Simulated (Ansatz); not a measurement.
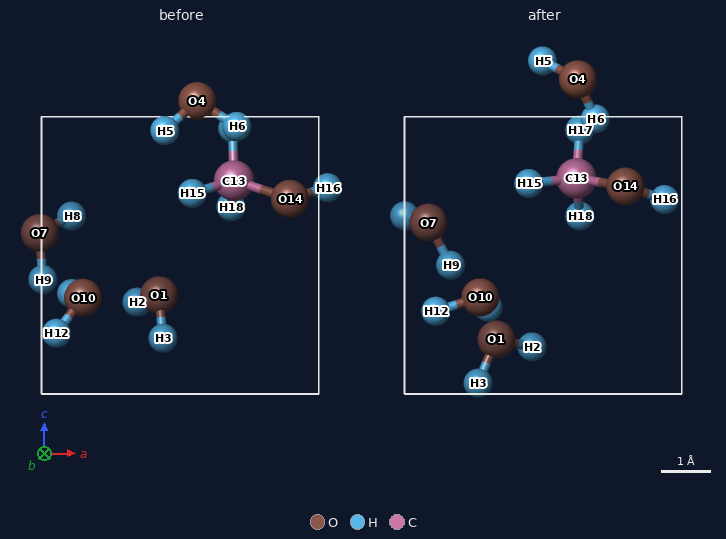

The structure of an amorphous cell of composition H₁₂CO₅ before (left) and after (right) a relaxation, at one scale.

Style: ball-and-stick. Shown: the cell of the calculation, along the b axis.

The cell holds 4 H2O + 1 CH3OH. The run prepares the start of a later molecular dynamics calculation, from a guessed geometry.

Computed with Ansatz, DFT LDA, scalar-relativistic, plane waves, PAW. (plane-wave cutoff 420 eV; k-point mesh 1 × 1 × 1; occupations fermi dirac; smearing width 0.02 eV; no spin polarisation; atoms relaxed in a fixed cell; force threshold 0.3 eV/Å; at most 15 steps)

Describe what moved and what it gained.

The relaxation stopped without meeting its thresholds, so the last structure isn't shown to be converged. It used up its limit of 15 steps. An H atom moves most: 1.65 Å roughly along [1 2 3]. Largest moves by element: H 1.65 Å, O 1.06 Å, C 0.46 Å. The lattice vectors keep their values. Some distances before and after: H–O 0.969 → 1.020 Å, H–O 0.969 → 0.989 Å, C–H 1.090 → 1.108 Å, C–O 1.423 → 1.413 Å. Bond angles that change, for instance: H–O–H 104.0° → 108.7°, C–O–H 107.4° → 104.9°. The energy falls by 2.596 eV per cell of the calculation in 14 geometry steps. The largest force component goes from 1.3 to 0.49 eV/Å. The run took 11 s on 1 thread of Arm Neoverse V2, on a shared host, peak memory 0.28 GiB.

Limits of the set-up: the periodic images lie only 5.7 Å apart, so the values are limited by the cell's size.
